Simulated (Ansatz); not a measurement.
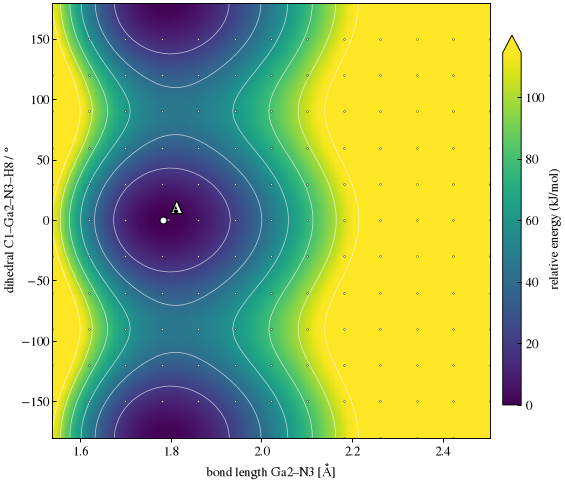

CH5FGaN, SMILES [CH3][Ga]([NH2])[F]. Coordinates scanned: (1) bond length Ga2–N3; (2) dihedral C1–Ga2–N3–H8. Nothing is relaxed (all other coordinates rigid). The grid has 13 × 12 points. Points are written as (first, second). Energies are in kJ/mol, from the lowest grid point. All numbers below come from Ansatz, RKS SPW92 (LDA)/def2-TZVP.

The picture shows a smooth colour map with a few white contour lines, dots at the grid points, one colour for all values above the top of the scale, the point A. Between grid points the surface is interpolated.

What is the easiest way out of the well at A, and how high is the barrier?

Answer. The easiest path leads from the well at (1.780 Å, 0°) to the well at (1.780 Å, −180°), about 0.62 kJ/mol higher (on a rigid scan; wells that are mirror images or exchange like atoms can differ by this much). Its highest point lies about 46 kJ/mol above the bottom of the first well on the interpolated surface, at about (1.81 Å, −90°). The start is the relaxed structure and all else is held, so a fully relaxed path at this level can only be lower.

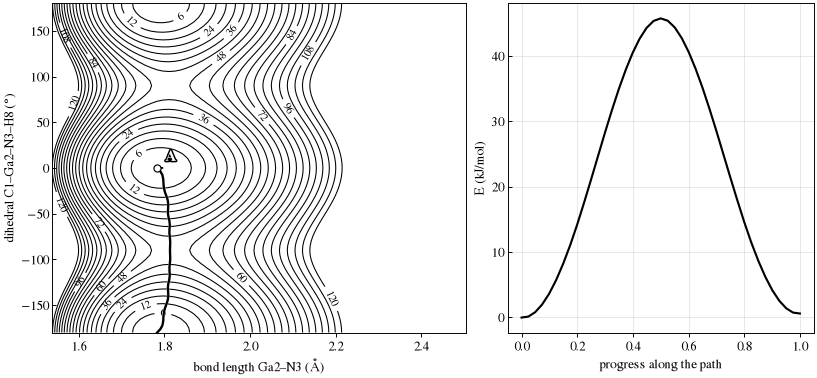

In the figure: contour lines labelled in kJ/mol (none above 120), a line along the lowest path, the energy along the path at the right. Between grid points the surface is interpolated.
